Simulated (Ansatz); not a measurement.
The starting structures come from a database of crystals and need not be the phases stable at ambient conditions.

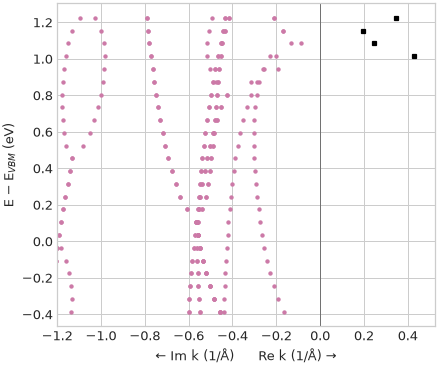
Fig. 1. Complex bands at the centre of the two-dimensional zone; r2SCAN (Ansatz, an electronic-structure program)

The gap is the functional's own, uncorrected, and κ follows it; spin-orbit coupling is left out. Mid-gap values are interpolated between the computed energies.

This is VCu₃Se₄ (P-43m, not sure to be the ambient phase, 8 atoms a cell, 21.7 Å³ an atom) along the normal of (001). Read off the slowest decay at the centre of the two-dimensional zone at 0.53 eV, the computed energy nearest the middle of the gap.

κ ≈ 0.30 1/Å, a decay length 1/(2κ) of the density of 1.7 Å.
